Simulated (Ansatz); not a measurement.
Results of r²SCAN (Ansatz, a quantum-chemistry and plane-wave program, plane waves, PAW) for hexagonal WC.

Run with plane-wave cutoff 560 eV, 24×24×20 k mesh (along the axes of the cell as run), Fermi–Dirac smearing 0.05 eV, no spin polarisation, scalar-relativistic PAW data made under PBE.

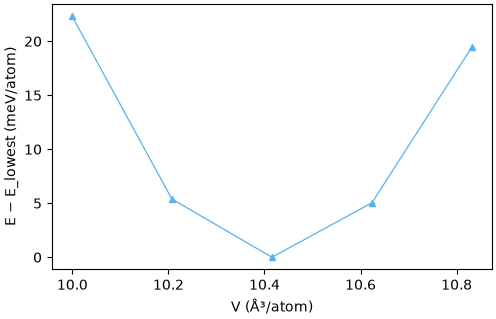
Total energy against volume

From the curve, estimate the equilibrium volume and the bulk modulus.

V0 ≈ 10.4 Å³/atom and B0 ≈ 400 GPa; the fit gives V0 = 10.415 Å³/atom, B0 = 401 GPa, B′ = 4.2.

Shape and atoms are relaxed at each volume.

Measured, for comparison: bulk modulus 384 ± 0.8 GPa (room temperature, no zero-point or thermal correction, adiabatic, ultrasonic, our sources range from 377 to 412; as tabulated in Compression behavior of WC and WC-6%Co up to 50 GPa (OSTI 1006718)). Computed (rounded) less measured: bulk modulus +4 % (inside the range of the sources held).

Note: the bulk modulus comes from volumes at which shape and atoms were relaxed.

Spin–orbit coupling is not included.

Static lattice: no zero-point or thermal effects.
